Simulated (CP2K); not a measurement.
**CH9NSi2 (SMILES C[SiH](N)[SiH3]): GFN1-xTB**

What is the energy difference between two shapes of CH9NSi2 at GFN1-xTB? 

The calculation is run with CP2K 2026.2.

3 further runs of the same task are left out: 1 that didn't finish, 2 set aside as unsound or not needed.

## 1. The system as given

CH9NSi2: 13 atoms, total charge 0, spin state singlet. As SMILES, `C[SiH](N)[SiH3]`. Geometry: a rough force-field guess. This is one conformer, not always the lowest.

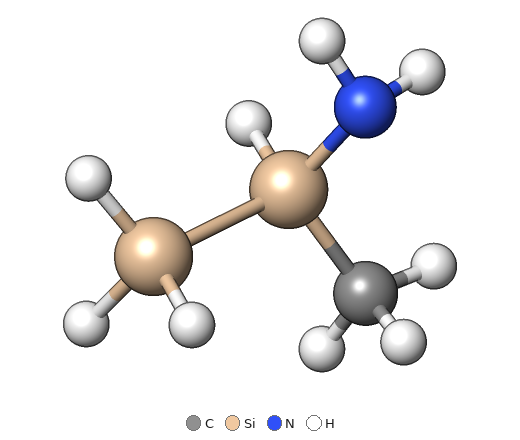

The structure, seen from a chosen angle (carbon grey, silicon light orange, nitrogen blue, hydrogen white).

## 2. Energy and gradient at GFN1-xTB

The input, job.inp:

```
&GLOBAL
 PROJECT_NAME job
 RUN_TYPE ENERGY_FORCE
 PRINT_LEVEL MEDIUM
&END GLOBAL

&FORCE_EVAL
 METHOD Quickstep
 &DFT
  &QS
   METHOD XTB
   EPS_DEFAULT 1.0E-10
   &XTB
    GFN_TYPE 1
    CHECK_ATOMIC_CHARGES F
   &END XTB
  &END QS
  &POISSON
   PERIODIC NONE
   POISSON_SOLVER ANALYTIC
  &END POISSON
  &SCF
   SCF_GUESS ATOMIC
   EPS_SCF 1.0E-06
   MAX_SCF 150
   ADDED_MOS 2
   &DIAGONALIZATION
    ALGORITHM STANDARD
   &END DIAGONALIZATION
   &MIXING
    METHOD BROYDEN_MIXING
    ALPHA 0.4
    NBUFFER 8
   &END MIXING
   &SMEAR ON
    METHOD FERMI_DIRAC
    ELECTRONIC_TEMPERATURE [K] 300
   &END SMEAR
  &END SCF
  &PRINT
   &MOMENTS
    PERIODIC F
    REFERENCE COM
    MAX_MOMENT 1
   &END MOMENTS
   &MO ON
    ENERGIES T
    OCCUPATION_NUMBERS T
    NDIGITS 6
    &EACH
     QS_SCF 0
    &END EACH
    ADD_LAST NUMERIC
   &END MO
   &HIRSHFELD OFF
   &END HIRSHFELD
  &END PRINT
 &END DFT
 &SUBSYS
  &CELL
   ABC 20.4 20.9 20
   PERIODIC NONE
  &END CELL
  &COORD
   C     -1.178200     1.172000    -0.298600
   Si     0.048500     0.138500     0.478400
   N      1.512600     0.968400     0.560900
   Si     0.230700    -1.870600    -0.679900
   H     -2.206800     0.726500    -0.328300
   H     -1.328800     2.181600     0.224600
   H     -0.943500     1.452800    -1.344800
   H     -0.270800    -0.093100     1.886300
   H      1.437700     1.835300     1.164400
   H      2.226200     0.404200     1.107400
   H      0.498500    -1.653100    -2.083000
   H     -1.142400    -2.561100    -0.597500
   H      1.136800    -2.736200    -0.075100
  &END COORD
  &TOPOLOGY
   &CENTER_COORDINATES
   &END CENTER_COORDINATES
  &END TOPOLOGY
 &END SUBSYS
 &PRINT
  &FORCES ON
  &END FORCES
 &END PRINT
&END FORCE_EVAL
```

Run with:

```console
$ OMP_NUM_THREADS=1 cp2k.psmp -i job.inp -o job.out
```

What it wrote:

```text
CP2K| version string:                                       CP2K version 2026.2
[...]
 GLOBAL| Method name                                                        CP2K
[...]
 GLOBAL| Run type                                                   ENERGY_FORCE
[...]
                             - Atoms:                                         13
[...]
                             - Spherical basis functions:                     44
[...]
 Number of electrons:                                                         26
[...]
     1 NoMix/Diag. 0.40E+00    0.0     0.35140074       -13.8355358764 -1.38E+01
[...]
    47 Broy./Diag. 0.40E+00    0.0     0.00000030       -13.8816981403  2.66E-07
  *** SCF run converged in    47 steps ***
[...]
  Fermi energy:                                                -0.27025451414416
[...]
 TB_DIPOLE| Moment [Debye]          0.34643471       1.23431313       0.95126503
 TB_DIPOLE| Derivative [a.u.]       0.00000000       0.00000000       0.00000000
[...]
 ENERGY| Total FORCE_EVAL ( QS ) energy [hartree]            -13.881698206965778
 FORCES| Atomic forces [hartree/bohr]
 FORCES|   Atom     x               y               z               |f|
 FORCES|      1 -5.19341864E-02  5.26229890E-02 -1.51623969E-02   7.54734190E-02
 FORCES|      2  8.07202148E-03 -4.84953276E-02  1.87196156E-02   5.26058774E-02
 FORCES|      3  4.43392501E-02  2.14181040E-02  4.93868689E-02   6.97407134E-02
 FORCES|      4 -3.71759446E-02  1.42573548E-02  1.44381837E-03   3.98422845E-02
 FORCES|      5  1.15628822E-02  5.51340143E-03 -1.16549734E-03   1.28629788E-02
 FORCES|      6  2.27973990E-03 -1.98975086E-02 -1.04678994E-02   2.25983402E-02
 FORCES|      7 -2.05412226E-03 -2.32413106E-03  4.67171850E-03   5.60766950E-03
 FORCES|      8 -8.57463017E-03 -2.22495506E-03  2.07293345E-03   9.09789869E-03
 FORCES|      9  6.04199709E-03 -1.63210766E-02 -2.28939651E-02   2.87579016E-02
 FORCES|     10 -1.14373021E-02  1.68906131E-02 -2.27951226E-02   3.05895783E-02
 FORCES|     11  2.17404091E-03 -5.56339790E-03 -5.12737096E-03   7.87196183E-03
 FORCES|     12  1.90785196E-02  5.27474062E-03 -4.09614905E-03   2.02136399E-02
 FORCES|     13  1.76277342E-02 -2.11508061E-02  5.41344657E-03   2.80606311E-02
[...]
```

Wall time 0.42 s (1 thread of Arm Neoverse V1, shared host).

## 3. The distorted shape, same level

The input, job.inp:

```
&FORCE_EVAL
   METHOD Quickstep
   &DFT
      CHARGE 0
      MULTIPLICITY 1
      &QS
         METHOD XTB
         EPS_DEFAULT 1.0E-10
         &XTB
            GFN_TYPE 1
            CHECK_ATOMIC_CHARGES F
         &END XTB
      &END QS
      &POISSON
         PERIODIC NONE
         POISSON_SOLVER ANALYTIC
      &END POISSON
      &SCF
         SCF_GUESS ATOMIC
         EPS_SCF 1.0E-06
         MAX_SCF 150
         ADDED_MOS 2
         &DIAGONALIZATION
            ALGORITHM STANDARD
         &END DIAGONALIZATION
         &MIXING
            METHOD BROYDEN_MIXING
            ALPHA 0.4
            NBUFFER 8
         &END MIXING
         &SMEAR ON
            METHOD FERMI_DIRAC
            ELECTRONIC_TEMPERATURE [K] 300
         &END SMEAR
      &END SCF
      &PRINT
         &MOMENTS
            PERIODIC F
            REFERENCE COM
            MAX_MOMENT 1
         &END MOMENTS
         &MO ON
            ENERGIES T
            OCCUPATION_NUMBERS T
            NDIGITS 6
            &EACH
               QS_SCF 0
            &END EACH
            ADD_LAST NUMERIC
         &END MO
         &HIRSHFELD OFF
         &END HIRSHFELD
      &END PRINT
   &END DFT
   &SUBSYS
      &CELL
         ABC [angstrom] 20.3 20.9 20
         PERIODIC NONE
      &END CELL
      &COORD
         C     -1.177563     1.137972    -0.339590
         Si    -0.050997     0.175675     0.525900
         N      1.501558     1.022217     0.469649
         Si     0.198574    -1.951366    -0.667890
         H     -2.199464     0.707091    -0.283100
         H     -1.291208     2.144358     0.256295
         H     -0.848958     1.521741    -1.389953
         H     -0.233683    -0.139277     1.874129
         H      1.463708     1.895329     1.148019
         H      2.109232     0.447352     1.112960
         H      0.385071    -1.675568    -2.123917
         H     -1.226160    -2.559332    -0.657797
         H      1.116049    -2.712942    -0.149274
      &END COORD
      &TOPOLOGY
         &CENTER_COORDINATES
         &END CENTER_COORDINATES
      &END TOPOLOGY
   &END SUBSYS
   # extra output
   &PRINT
      &FORCES ON
      &END FORCES
   &END PRINT
&END FORCE_EVAL
&GLOBAL
   PROJECT job
   RUN_TYPE ENERGY_FORCE
   PRINT_LEVEL MEDIUM
&END GLOBAL
```

Run with:

```console
$ OMP_NUM_THREADS=1 cp2k.psmp -i job.inp -o job.out
```

What it wrote:

```text
CP2K| version string:                                       CP2K version 2026.2
[...]
 GLOBAL| Method name                                                        CP2K
[...]
 GLOBAL| Run type                                                   ENERGY_FORCE
[...]
                             - Atoms:                                         13
[...]
                             - Spherical basis functions:                     44
[...]
 Number of electrons:                                                         26
[...]
     1 NoMix/Diag. 0.40E+00    0.0     0.42686384       -13.7867138474 -1.38E+01
[...]
    68 Broy./Diag. 0.40E+00    0.0     0.00000085       -13.8410705143  9.50E-07
  *** SCF run converged in    68 steps ***
[...]
  Fermi energy:                                                -0.26723594443867
[...]
 TB_DIPOLE| Moment [Debye]         -0.13290074       1.26656968       1.37414227
 TB_DIPOLE| Derivative [a.u.]       0.00000000       0.00000000       0.00000000
[...]
 ENERGY| Total FORCE_EVAL ( QS ) energy [hartree]            -13.841070452499840
 FORCES| Atomic forces [hartree/bohr]
 FORCES|   Atom     x               y               z               |f|
 FORCES|      1 -6.28538110E-02  9.44388847E-02 -3.56671485E-02   1.18917829E-01
 FORCES|      2  8.20661806E-02 -7.37827203E-02  1.07366305E-03   1.10362587E-01
 FORCES|      3  8.02496946E-03  2.07226479E-02  7.20424748E-02   7.53919521E-02
 FORCES|      4 -8.17264211E-02  7.28290171E-02 -2.76130704E-02   1.12897100E-01
 FORCES|      5  4.93661304E-03  7.82525910E-03 -1.49057338E-02   1.75438231E-02
 FORCES|      6 -4.88053915E-04 -2.31286479E-02 -1.80100841E-02   2.93178390E-02
 FORCES|      7 -1.78708669E-02 -1.66952321E-02  2.75770894E-02   3.68591171E-02
 FORCES|      8 -1.27416323E-02 -5.97535984E-04  2.53352647E-02   2.83651526E-02
 FORCES|      9  3.84280514E-04 -2.77958008E-02 -3.98894353E-02   4.86201734E-02
 FORCES|     10 -8.93153124E-04  7.87562339E-03 -2.50355421E-02   2.62602654E-02
 FORCES|     11  2.16576708E-03 -6.98066449E-03  8.51474192E-03   1.12214551E-02
 FORCES|     12  2.27656341E-02  1.62070560E-03 -2.89508583E-04   2.28250870E-02
 FORCES|     13  5.62304936E-02 -5.63315362E-02  2.68672890E-02   8.40057236E-02
[...]
```

It took 0.46 s on 1 thread of Arm Neoverse V1, shared host.

## 4. Outcome

Level: GFN1-xTB.

| quantity | value |
| --- | --- |
| first shape: total energy | -13.88170 Eh |
| first shape: dipole moment (from atomic charges alone) | 1.60 D |
| first shape: HOMO energy | -10.92 eV |
| first shape: LUMO energy | -6.46 eV |
| first shape: HOMO–LUMO gap | 4.46 eV |
| first shape: dispersion energy | -12.14 kJ/mol |
| first shape: largest force on an atom | 3.881 eV/Å |
| distorted shape: total energy | -13.84107 Eh |
| distorted shape: dipole moment (from atomic charges alone) | 1.87 D |
| distorted shape: HOMO energy | -10.68 eV |
| distorted shape: LUMO energy | -6.38 eV |
| distorted shape: HOMO–LUMO gap | 4.30 eV |
| distorted shape: dispersion energy | -12.14 kJ/mol |
| distorted shape: largest force on an atom | 6.115 eV/Å |
| energy change with the atoms displaced | 1.106 eV |

With the atoms displaced the energy rises by 1.11 eV (107 kJ/mol). The first shape isn't relaxed at this level, so the change isn't measured from a minimum. The largest force (first shape) is 3.88 eV/Å: the shape isn't a stationary point for this species at this level. The dipole (first shape) comes from point charges on the atoms alone, without atomic dipoles, so it is partial. The dipole (distorted shape) comes from point charges on the atoms alone, without atomic dipoles, so it is partial.
